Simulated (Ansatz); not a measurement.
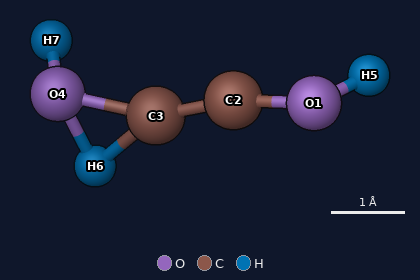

**Figure 1.** The starting structure (ball-and-stick view, seen at a tilt; atoms are numbered from 1 in the order of the input). Bond lengths as drawn: C–C 1.24 Å, C–H 1.32 Å, C–O 1.25 to 1.42 Å and H–O 0.98 to 1.21 Å.

## Run report: C$_{2}$H$_{3}$O$_{2}$ (charge +1), molecular dynamics (part 1 of 5)

C$_{2}$H$_{3}$O$_{2}$, charge +1, computed with RKS B3LYP-D4/def2-SVPD (Ansatz 0.2.0).

It belongs to a series of runs on one base structure; here: dynamics from the highest image of the converged band. Figures and captions count atoms from 1; the log counts them from 0 in places.

## The program's output
```
Engine: ansatz 0.2.0, aarch64-unknown-linux-gnu
Functional definition: B3LYP
  parameter a0 = 0.2
  parameter ax = 0.72
  parameter ac = 0.81
  exchange = (1 - a0 - ax)*slater_x + ax*b88_x + a0*exact_x
  correlation = (1 - ac)*vwn_rpa_c + ac*lyp_c
900 factors; their error is unknown
mean field evaluation 1: about -6188.4958 eV, gradient 7.5e1 eV
mean field evaluation 2: about -6178.2467 eV, gradient 1.1e2 eV
mean field evaluation 4: about -6198.7364 eV, gradient 8.9e0 eV
mean field evaluation 8: about -6198.9141 eV, gradient 2.4e-1 eV
mean field evaluation 16: about -6198.9041 eV, gradient 1.3e-4 eV
mean field -6198.90409471 eV, -227.8055237123 hartree, gradient 2.4e-5 eV, S^2 0.000000; 0 other end points of the search recorded, 0 dependent functions left out
the calculation of the forces begins
reference -6198.90434973 eV, -227.8055330844 hartree; 15, 15 occupied and 95, 95 virtual orbitals, 900 factors
md step     0: t =     0.00 fs  T =   300.0 K  F+E_penalty+E_count = -6199.01269288 eV  E_kin = 0.193890 eV  conserved = -6198.81880289 eV  (30 SCF iters)
these checks for a lower state are left out or cut short: starts, cluster_reference, orbital_swaps, neighbouring_geometries, increment
900 factors; their error is unknown
mean field -6198.89960973 eV, -227.8053588924 hartree, gradient 2.2e-5 eV, S^2 0.000000; 0 other end points of the search recorded, 0 dependent functions left out
the calculation of the forces begins
reference -6198.89986471 eV, -227.8053682627 hartree; 15, 15 occupied and 95, 95 virtual orbitals, 900 factors
md step     1: t =     0.50 fs  T =   293.3 K  F+E_penalty+E_count = -6199.00821646 eV  E_kin = 0.189535 eV  conserved = -6198.81868128 eV  (36 SCF iters)
[... from here on the SCF iterations and repeated set-up lines of each step are left out, up to the last step ...]
md step     2: t =     1.00 fs  T =   275.6 K  F+E_penalty+E_count = -6198.99653573 eV  E_kin = 0.178092 eV  conserved = -6198.81844334 eV  (36 SCF iters)
md step     3: t =     1.50 fs  T =   252.4 K  F+E_penalty+E_count = -6198.98128935 eV  E_kin = 0.163104 eV  conserved = -6198.81818548 eV  (36 SCF iters)
md step     4: t =     2.00 fs  T =   229.8 K  F+E_penalty+E_count = -6198.96651437 eV  E_kin = 0.148532 eV  conserved = -6198.81798262 eV  (36 SCF iters)
md step     5: t =     2.50 fs  T =   212.8 K  F+E_penalty+E_count = -6198.95543043 eV  E_kin = 0.137551 eV  conserved = -6198.81787917 eV  (36 SCF iters)
md step     6: t =     3.00 fs  T =   203.9 K  F+E_penalty+E_count = -6198.94969735 eV  E_kin = 0.131807 eV  conserved = -6198.81789076 eV  (35 SCF iters)
md step     7: t =     3.50 fs  T =   202.9 K  F+E_penalty+E_count = -6198.94914333 eV  E_kin = 0.131136 eV  conserved = -6198.81800779 eV  (35 SCF iters)
md step     8: t =     4.00 fs  T =   206.9 K  F+E_penalty+E_count = -6198.95193242 eV  E_kin = 0.133739 eV  conserved = -6198.81819299 eV  (35 SCF iters)
md step     9: t =     4.50 fs  T =   211.7 K  F+E_penalty+E_count = -6198.95519201 eV  E_kin = 0.136813 eV  conserved = -6198.81837890 eV  (35 SCF iters)
md step    10: t =     5.00 fs  T =   213.0 K  F+E_penalty+E_count = -6198.95611045 eV  E_kin = 0.137635 eV  conserved = -6198.81847527 eV  (36 SCF iters)
md step    11: t =     5.50 fs  T =   208.8 K  F+E_penalty+E_count = -6198.95334305 eV  E_kin = 0.134941 eV  conserved = -6198.81840194 eV  (36 SCF iters)
md step    12: t =     6.00 fs  T =   201.2 K  F+E_penalty+E_count = -6198.94819562 eV  E_kin = 0.130050 eV  conserved = -6198.81814552 eV  (35 SCF iters)
md step    13: t =     6.50 fs  T =   196.4 K  F+E_penalty+E_count = -6198.94473534 eV  E_kin = 0.126931 eV  conserved = -6198.81780438 eV  (36 SCF iters)
md step    14: t =     7.00 fs  T =   202.2 K  F+E_penalty+E_count = -6198.94823850 eV  E_kin = 0.130683 eV  conserved = -6198.81755523 eV  (35 SCF iters)
md step    15: t =     7.50 fs  T =   224.4 K  F+E_penalty+E_count = -6198.96254615 eV  E_kin = 0.145017 eV  conserved = -6198.81752962 eV  (36 SCF iters)
md step    16: t =     8.00 fs  T =   263.7 K  F+E_penalty+E_count = -6198.98814356 eV  E_kin = 0.170442 eV  conserved = -6198.81770204 eV  (32 SCF iters)
md step    17: t =     8.50 fs  T =   316.6 K  F+E_penalty+E_count = -6199.02255397 eV  E_kin = 0.204643 eV  conserved = -6198.81791087 eV  (36 SCF iters)
md step    18: t =     9.00 fs  T =   378.7 K  F+E_penalty+E_count = -6199.06275115 eV  E_kin = 0.244759 eV  conserved = -6198.81799179 eV  (36 SCF iters)
md step    19: t =     9.50 fs  T =   448.4 K  F+E_penalty+E_count = -6199.10768620 eV  E_kin = 0.289797 eV  conserved = -6198.81788969 eV  (36 SCF iters)
md step    20: t =    10.00 fs  T =   528.5 K  F+E_penalty+E_count = -6199.15926124 eV  E_kin = 0.341592 eV  conserved = -6198.81766891 eV  (36 SCF iters, 3 dispersion substeps)
md step    21: t =    10.50 fs  T =   625.1 K  F+E_penalty+E_count = -6199.22148003 eV  E_kin = 0.404029 eV  conserved = -6198.81745136 eV  (35 SCF iters, 3 dispersion substeps)
md step    22: t =    11.00 fs  T =   744.7 K  F+E_penalty+E_count = -6199.29864512 eV  E_kin = 0.481302 eV  conserved = -6198.81734358 eV  (36 SCF iters, 3 dispersion substeps)
md step    23: t =    11.50 fs  T =   891.8 K  F+E_penalty+E_count = -6199.39374358 eV  E_kin = 0.576352 eV  conserved = -6198.81739154 eV  (36 SCF iters, 3 dispersion substeps)
md step    24: t =    12.00 fs  T =  1067.6 K  F+E_penalty+E_count = -6199.50760252 eV  E_kin = 0.690007 eV  conserved = -6198.81759577 eV  (35 SCF iters, 3 dispersion substeps)
md step    25: t =    12.50 fs  T =  1269.5 K  F+E_penalty+E_count = -6199.63849451 eV  E_kin = 0.820509 eV  conserved = -6198.81798599 eV  (36 SCF iters, 3 dispersion substeps)
md step    26: t =    13.00 fs  T =  1489.5 K  F+E_penalty+E_count = -6199.78136134 eV  E_kin = 0.962678 eV  conserved = -6198.81868330 eV  (35 SCF iters, 3 dispersion substeps)
md step    27: t =    13.50 fs  T =  1711.9 K  F+E_penalty+E_count = -6199.92617175 eV  E_kin = 1.106377 eV  conserved = -6198.81979484 eV  (36 SCF iters, 3 dispersion substeps)
md step    28: t =    14.00 fs  T =  1912.2 K  F+E_penalty+E_count = -6200.05700903 eV  E_kin = 1.235843 eV  conserved = -6198.82116625 eV  (36 SCF iters, 3 dispersion substeps)
md step    29: t =    14.50 fs  T =  2061.9 K  F+E_penalty+E_count = -6200.15490338 eV  E_kin = 1.332581 eV  conserved = -6198.82232275 eV  (36 SCF iters, 3 dispersion substeps)
md step    30: t =    15.00 fs  T =  2138.2 K  F+E_penalty+E_count = -6200.20471071 eV  E_kin = 1.381932 eV  conserved = -6198.82277868 eV  (36 SCF iters, 3 dispersion substeps)
md step    31: t =    15.50 fs  T =  2134.3 K  F+E_penalty+E_count = -6200.20176926 eV  E_kin = 1.379372 eV  conserved = -6198.82239760 eV  (35 SCF iters, 3 dispersion substeps)
md step    32: t =    16.00 fs  T =  2061.1 K  F+E_penalty+E_count = -6200.15356276 eV  E_kin = 1.332116 eV  conserved = -6198.82144701 eV  (35 SCF iters, 3 dispersion substeps)
md step    33: t =    16.50 fs  T =  1942.2 K  F+E_penalty+E_count = -6200.07564632 eV  E_kin = 1.255262 eV  conserved = -6198.82038469 eV  (35 SCF iters, 3 dispersion substeps)
md step    34: t =    17.00 fs  T =  1803.0 K  F+E_penalty+E_count = -6199.98488865 eV  E_kin = 1.165311 eV  conserved = -6198.81957763 eV  (32 SCF iters, 3 dispersion substeps)
md step    35: t =    17.50 fs  T =  1663.2 K  F+E_penalty+E_count = -6199.89408301 eV  E_kin = 1.074950 eV  conserved = -6198.81913292 eV  (36 SCF iters, 3 dispersion substeps)
md step    36: t =    18.00 fs  T =  1534.1 K  F+E_penalty+E_count = -6199.81038228 eV  E_kin = 0.991457 eV  conserved = -6198.81892492 eV  (36 SCF iters, 3 dispersion substeps)
md step    37: t =    18.50 fs  T =  1421.0 K  F+E_penalty+E_count = -6199.73716033 eV  E_kin = 0.918396 eV  conserved = -6198.81876480 eV  (36 SCF iters, 3 dispersion substeps)
md step    38: t =    19.00 fs  T =  1328.0 K  F+E_penalty+E_count = -6199.67685268 eV  E_kin = 0.858300 eV  conserved = -6198.81855307 eV  (36 SCF iters, 3 dispersion substeps)
md step    39: t =    19.50 fs  T =  1259.8 K  F+E_penalty+E_count = -6199.63250195 eV  E_kin = 0.814178 eV  conserved = -6198.81832351 eV  (35 SCF iters, 3 dispersion substeps)
md step    40: t =    20.00 fs  T =  1220.9 K  F+E_penalty+E_count = -6199.60728466 eV  E_kin = 0.789080 eV  conserved = -6198.81820458 eV  (36 SCF iters, 3 dispersion substeps)
md step    41: t =    20.50 fs  T =  1213.4 K  F+E_penalty+E_count = -6199.60256233 eV  E_kin = 0.784203 eV  conserved = -6198.81835982 eV  (36 SCF iters, 3 dispersion substeps)
md step    42: t =    21.00 fs  T =  1232.4 K  F+E_penalty+E_count = -6199.61540814 eV  E_kin = 0.796481 eV  conserved = -6198.81892694 eV  (36 SCF iters, 3 dispersion substeps)
md step    43: t =    21.50 fs  T =  1263.7 K  F+E_penalty+E_count = -6199.63666955 eV  E_kin = 0.816749 eV  conserved = -6198.81992019 eV  (36 SCF iters, 3 dispersion substeps)
md step    44: t =    22.00 fs  T =  1284.3 K  F+E_penalty+E_count = -6199.65113826 eV  E_kin = 0.830070 eV  conserved = -6198.82106781 eV  (36 SCF iters, 3 dispersion substeps)
md step    45: t =    22.50 fs  T =  1269.6 K  F+E_penalty+E_count = -6199.64219321 eV  E_kin = 0.820529 eV  conserved = -6198.82166422 eV  (36 SCF iters, 3 dispersion substeps)
md step    46: t =    23.00 fs  T =  1209.7 K  F+E_penalty+E_count = -6199.60260267 eV  E_kin = 0.781822 eV  conserved = -6198.82078033 eV  (34 SCF iters, 3 dispersion substeps)
md step    47: t =    23.50 fs  T =  1128.0 K  F+E_penalty+E_count = -6199.54734138 eV  E_kin = 0.729053 eV  conserved = -6198.81828824 eV  (35 SCF iters, 3 dispersion substeps)
md step    48: t =    24.00 fs  T =  1079.2 K  F+E_penalty+E_count = -6199.51345863 eV  E_kin = 0.697501 eV  conserved = -6198.81595719 eV  (35 SCF iters, 3 dispersion substeps)
md step    49: t =    24.50 fs  T =  1110.4 K  F+E_penalty+E_count = -6199.53386697 eV  E_kin = 0.717677 eV  conserved = -6198.81618955 eV  (35 SCF iters, 3 dispersion substeps)
md step    50: t =    25.00 fs  T =  1215.7 K  F+E_penalty+E_count = -6199.60458868 eV  E_kin = 0.785715 eV  conserved = -6198.81887323 eV  (35 SCF iters, 3 dispersion substeps)
md step    51: t =    25.50 fs  T =  1338.5 K  F+E_penalty+E_count = -6199.68654909 eV  E_kin = 0.865090 eV  conserved = -6198.82145944 eV  (35 SCF iters, 3 dispersion substeps)
md step    52: t =    26.00 fs  T =  1421.0 K  F+E_penalty+E_count = -6199.74060476 eV  E_kin = 0.918388 eV  conserved = -6198.82221711 eV  (32 SCF iters, 3 dispersion substeps)
md step    53: t =    26.50 fs  T =  1441.6 K  F+E_penalty+E_count = -6199.75314842 eV  E_kin = 0.931699 eV  conserved = -6198.82144914 eV  (36 SCF iters, 3 dispersion substeps)
md step    54: t =    27.00 fs  T =  1413.4 K  F+E_penalty+E_count = -6199.73368776 eV  E_kin = 0.913470 eV  conserved = -6198.82021749 eV  (36 SCF iters, 3 dispersion substeps)
md step    55: t =    27.50 fs  T =  1363.0 K  F+E_penalty+E_count = -6199.70011461 eV  E_kin = 0.880910 eV  conserved = -6198.81920476 eV  (36 SCF iters, 3 dispersion substeps)
md step    56: t =    28.00 fs  T =  1314.6 K  F+E_penalty+E_count = -6199.66820900 eV  E_kin = 0.849652 eV  conserved = -6198.81855672 eV  (36 SCF iters, 3 dispersion substeps)
md step    57: t =    28.50 fs  T =  1285.1 K  F+E_penalty+E_count = -6199.64875795 eV  E_kin = 0.830589 eV  conserved = -6198.81816887 eV  (36 SCF iters, 3 dispersion substeps)
md step    58: t =    29.00 fs  T =  1285.3 K  F+E_penalty+E_count = -6199.64862840 eV  E_kin = 0.830693 eV  conserved = -6198.81793547 eV  (36 SCF iters, 3 dispersion substeps)
md step    59: t =    29.50 fs  T =  1321.9 K  F+E_penalty+E_count = -6199.67214725 eV  E_kin = 0.854313 eV  conserved = -6198.81783401 eV  (36 SCF iters, 3 dispersion substeps)
md step    60: t =    30.00 fs  T =  1397.9 K  F+E_penalty+E_count = -6199.72137348 eV  E_kin = 0.903463 eV  conserved = -6198.81791095 eV  (36 SCF iters, 3 dispersion substeps)
md step    61: t =    30.50 fs  T =  1511.9 K  F+E_penalty+E_count = -6199.79536663 eV  E_kin = 0.977125 eV  conserved = -6198.81824209 eV  (37 SCF iters, 3 dispersion substeps)
md step    62: t =    31.00 fs  T =  1655.8 K  F+E_penalty+E_count = -6199.88901202 eV  E_kin = 1.070115 eV  conserved = -6198.81889752 eV  (37 SCF iters, 3 dispersion substeps)
md step    63: t =    31.50 fs  T =  1813.5 K  F+E_penalty+E_count = -6199.99197310 eV  E_kin = 1.172074 eV  conserved = -6198.81989904 eV  (37 SCF iters, 3 dispersion substeps)
md step    64: t =    32.00 fs  T =  1960.9 K  F+E_penalty+E_count = -6200.08846825 eV  E_kin = 1.267321 eV  conserved = -6198.82114765 eV  (37 SCF iters, 3 dispersion substeps)
md step    65: t =    32.50 fs  T =  2068.2 K  F+E_penalty+E_count = -6200.15897699 eV  E_kin = 1.336653 eV  conserved = -6198.82232419 eV  (37 SCF iters, 3 dispersion substeps)
md step    66: t =    33.00 fs  T =  2108.0 K  F+E_penalty+E_count = -6200.18523774 eV  E_kin = 1.362375 eV  conserved = -6198.82286287 eV  (37 SCF iters, 3 dispersion substeps)
md step    67: t =    33.50 fs  T =  2067.8 K  F+E_penalty+E_count = -6200.15863920 eV  E_kin = 1.336429 eV  conserved = -6198.82221014 eV  (37 SCF iters, 3 dispersion substeps)
md step    68: t =    34.00 fs  T =  1961.1 K  F+E_penalty+E_count = -6200.08792609 eV  E_kin = 1.267476 eV  conserved = -6198.82044967 eV  (37 SCF iters, 3 dispersion substeps)
md step    69: t =    34.50 fs  T =  1824.1 K  F+E_penalty+E_count = -6199.99758962 eV  E_kin = 1.178942 eV  conserved = -6198.81864776 eV  (35 SCF iters, 3 dispersion substeps)
md step    70: t =    35.00 fs  T =  1694.1 K  F+E_penalty+E_count = -6199.91290474 eV  E_kin = 1.094900 eV  conserved = -6198.81800428 eV  (32 SCF iters, 3 dispersion substeps)
md step    71: t =    35.50 fs  T =  1585.6 K  F+E_penalty+E_count = -6199.84331742 eV  E_kin = 1.024749 eV  conserved = -6198.81856887 eV  (35 SCF iters, 3 dispersion substeps)
md step    72: t =    36.00 fs  T =  1487.9 K  F+E_penalty+E_count = -6199.78105304 eV  E_kin = 0.961656 eV  conserved = -6198.81939753 eV  (35 SCF iters, 3 dispersion substeps)
md step    73: t =    36.50 fs  T =  1383.0 K  F+E_penalty+E_count = -6199.71356540 eV  E_kin = 0.893811 eV  conserved = -6198.81975476 eV  (35 SCF iters, 3 dispersion substeps)
md step    74: t =    37.00 fs  T =  1260.6 K  F+E_penalty+E_count = -6199.63432071 eV  E_kin = 0.814738 eV  conserved = -6198.81958304 eV  (34 SCF iters, 3 dispersion substeps)
md step    75: t =    37.50 fs  T =  1122.4 K  F+E_penalty+E_count = -6199.54457173 eV  E_kin = 0.725431 eV  conserved = -6198.81914056 eV  (36 SCF iters, 3 dispersion substeps)
md step    76: t =    38.00 fs  T =   977.1 K  F+E_penalty+E_count = -6199.45015522 eV  E_kin = 0.631513 eV  conserved = -6198.81864177 eV  (35 SCF iters, 3 dispersion substeps)
md step    77: t =    38.50 fs  T =   835.8 K  F+E_penalty+E_count = -6199.35833845 eV  E_kin = 0.540153 eV  conserved = -6198.81818536 eV  (36 SCF iters, 3 dispersion substeps)
md step    78: t =    39.00 fs  T =   709.1 K  F+E_penalty+E_count = -6199.27612804 eV  E_kin = 0.458320 eV  conserved = -6198.81780767 eV  (36 SCF iters, 3 dispersion substeps)
md step    79: t =    39.50 fs  T =   606.5 K  F+E_penalty+E_count = -6199.20949968 eV  E_kin = 0.391970 eV  conserved = -6198.81752943 eV  (36 SCF iters, 3 dispersion substeps)
md step    80: t =    40.00 fs  T =   534.6 K  F+E_penalty+E_count = -6199.16291792 eV  E_kin = 0.345544 eV  conserved = -6198.81737373 eV  (36 SCF iters, 3 dispersion substeps)
md step    81: t =    40.50 fs  T =   497.5 K  F+E_penalty+E_count = -6199.13888562 eV  E_kin = 0.321518 eV  conserved = -6198.81736787 eV  (36 SCF iters, 3 dispersion substeps)
md step    82: t =    41.00 fs  T =   495.1 K  F+E_penalty+E_count = -6199.13749233 eV  E_kin = 0.319953 eV  conserved = -6198.81753921 eV  (36 SCF iters, 3 dispersion substeps)
md step    83: t =    41.50 fs  T =   523.2 K  F+E_penalty+E_count = -6199.15603671 eV  E_kin = 0.338134 eV  conserved = -6198.81790263 eV  (35 SCF iters, 3 dispersion substeps)
md step    84: t =    42.00 fs  T =   573.3 K  F+E_penalty+E_count = -6199.18892960 eV  E_kin = 0.370497 eV  conserved = -6198.81843253 eV  (37 SCF iters, 3 dispersion substeps)
md step    85: t =    42.50 fs  T =   633.3 K  F+E_penalty+E_count = -6199.22831444 eV  E_kin = 0.409303 eV  conserved = -6198.81901099 eV  (37 SCF iters, 3 dispersion substeps)
md step    86: t =    43.00 fs  T =   691.2 K  F+E_penalty+E_count = -6199.26611735 eV  E_kin = 0.446741 eV  conserved = -6198.81937671 eV  (37 SCF iters, 3 dispersion substeps)
md step    87: t =    43.50 fs  T =   741.1 K  F+E_penalty+E_count = -6199.29811015 eV  E_kin = 0.478950 eV  conserved = -6198.81916038 eV  (35 SCF iters, 3 dispersion substeps)
md step    88: t =    44.00 fs  T =   790.6 K  F+E_penalty+E_count = -6199.32910612 eV  E_kin = 0.510948 eV  conserved = -6198.81815787 eV  (32 SCF iters, 3 dispersion substeps)
md step    89: t =    44.50 fs  T =   863.8 K  F+E_penalty+E_count = -6199.37507786 eV  E_kin = 0.558274 eV  conserved = -6198.81680396 eV  (35 SCF iters, 3 dispersion substeps)
md step    90: t =    45.00 fs  T =   989.8 K  F+E_penalty+E_count = -6199.45596976 eV  E_kin = 0.639740 eV  conserved = -6198.81622989 eV  (35 SCF iters, 3 dispersion substeps)
md step    91: t =    45.50 fs  T =  1179.5 K  F+E_penalty+E_count = -6199.57960619 eV  E_kin = 0.762316 eV  conserved = -6198.81729052 eV  (35 SCF iters, 3 dispersion substeps)
md step    92: t =    46.00 fs  T =  1409.5 K  F+E_penalty+E_count = -6199.73045310 eV  E_kin = 0.910949 eV  conserved = -6198.81950438 eV  (35 SCF iters, 3 dispersion substeps)
md step    93: t =    46.50 fs  T =  1632.8 K  F+E_penalty+E_count = -6199.87678677 eV  E_kin = 1.055275 eV  conserved = -6198.82151202 eV  (34 SCF iters, 3 dispersion substeps)
md step    94: t =    47.00 fs  T =  1806.3 K  F+E_penalty+E_count = -6199.98980913 eV  E_kin = 1.167400 eV  conserved = -6198.82240914 eV  (33 SCF iters, 3 dispersion substeps)
md step    95: t =    47.50 fs  T =  1910.2 K  F+E_penalty+E_count = -6200.05679139 eV  E_kin = 1.234572 eV  conserved = -6198.82221945 eV  (35 SCF iters, 3 dispersion substeps)
md step    96: t =    48.00 fs  T =  1949.2 K  F+E_penalty+E_count = -6200.08121631 eV  E_kin = 1.259778 eV  conserved = -6198.82143858 eV  (36 SCF iters, 3 dispersion substeps)
md step    97: t =    48.50 fs  T =  1942.1 K  F+E_penalty+E_count = -6200.07571624 eV  E_kin = 1.255179 eV  conserved = -6198.82053760 eV  (36 SCF iters, 3 dispersion substeps)
md step    98: t =    49.00 fs  T =  1911.1 K  F+E_penalty+E_count = -6200.05495512 eV  E_kin = 1.235168 eV  conserved = -6198.81978733 eV  (36 SCF iters, 3 dispersion substeps)
md step    99: t =    49.50 fs  T =  1875.3 K  F+E_penalty+E_count = -6200.03132049 eV  E_kin = 1.212034 eV  conserved = -6198.81928689 eV  (35 SCF iters, 3 dispersion substeps)
md step   100: t =    50.00 fs  T =  1847.7 K  F+E_penalty+E_count = -6200.01320049 eV  E_kin = 1.194158 eV  conserved = -6198.81904222 eV  (36 SCF iters, 3 dispersion substeps)
md step   101: t =    50.50 fs  T =  1834.6 K  F+E_penalty+E_count = -6200.00475465 eV  E_kin = 1.185731 eV  conserved = -6198.81902394 eV  (36 SCF iters, 3 dispersion substeps)
md step   102: t =    51.00 fs  T =  1836.7 K  F+E_penalty+E_count = -6200.00628643 eV  E_kin = 1.187086 eV  conserved = -6198.81920093 eV  (36 SCF iters, 3 dispersion substeps)
md step   103: t =    51.50 fs  T =  1849.2 K  F+E_penalty+E_count = -6200.01471152 eV  E_kin = 1.195165 eV  conserved = -6198.81954701 eV  (36 SCF iters, 3 dispersion substeps)
md step   104: t =    52.00 fs  T =  1862.9 K  F+E_penalty+E_count = -6200.02399383 eV  E_kin = 1.203963 eV  conserved = -6198.82003096 eV  (36 SCF iters, 3 dispersion substeps)
md step   105: t =    52.50 fs  T =  1864.6 K  F+E_penalty+E_count = -6200.02570424 eV  E_kin = 1.205113 eV  conserved = -6198.82059137 eV  (36 SCF iters, 3 dispersion substeps)
md step   106: t =    53.00 fs  T =  1839.7 K  F+E_penalty+E_count = -6200.01008783 eV  E_kin = 1.188990 eV  conserved = -6198.82109832 eV  (36 SCF iters, 3 dispersion substeps)
md step   107: t =    53.50 fs  T =  1774.5 K  F+E_penalty+E_count = -6199.96817084 eV  E_kin = 1.146847 eV  conserved = -6198.82132400 eV  (32 SCF iters, 3 dispersion substeps)
md step   108: t =    54.00 fs  T =  1662.3 K  F+E_penalty+E_count = -6199.89529551 eV  E_kin = 1.074332 eV  conserved = -6198.82096319 eV  (36 SCF iters, 3 dispersion substeps)
md step   109: t =    54.50 fs  T =  1509.9 K  F+E_penalty+E_count = -6199.79563533 eV  E_kin = 0.975839 eV  conserved = -6198.81979682 eV  (36 SCF iters, 3 dispersion substeps)
md step   110: t =    55.00 fs  T =  1341.7 K  F+E_penalty+E_count = -6199.68515515 eV  E_kin = 0.867121 eV  conserved = -6198.81803461 eV  (36 SCF iters, 3 dispersion substeps)
md step   111: t =    55.50 fs  T =  1194.1 K  F+E_penalty+E_count = -6199.58825264 eV  E_kin = 0.771729 eV  conserved = -6198.81652361 eV  (36 SCF iters, 3 dispersion substeps)
md step   112: t =    56.00 fs  T =  1097.8 K  F+E_penalty+E_count = -6199.52572568 eV  E_kin = 0.709488 eV  conserved = -6198.81623804 eV  (36 SCF iters, 3 dispersion substeps)
```
